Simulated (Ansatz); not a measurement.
The parent structure is MgS in the rock salt structure (space group Fm-3m, No. 225; a = 5.1820 Å). Axes: x, y, z lie along the cube axes.

Modification: compressive biaxial strain of 0.83 % in the plane normal to [111], as in epitaxy on a mismatched substrate; the out-of-plane cell vector and the atoms relax.

The values are results of Ansatz (a quantum-chemistry and plane-wave program) PBEsol, no spin-orbit coupling, not measurements.

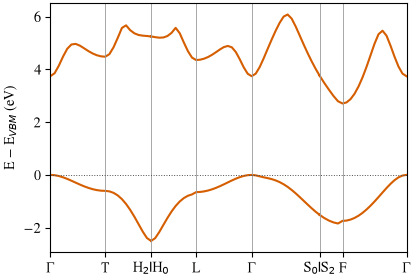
Fig. 1. Highest valence and lowest conduction band along the path of the changed cell's own zone

The gap is 2.71 eV, indirect, Γ → F; the base has 2.73 eV.

Gaps are read on the SCF mesh and a high-symmetry path. No phonon test of stability was made. Labels are those of the standard path for the cell's own space group.
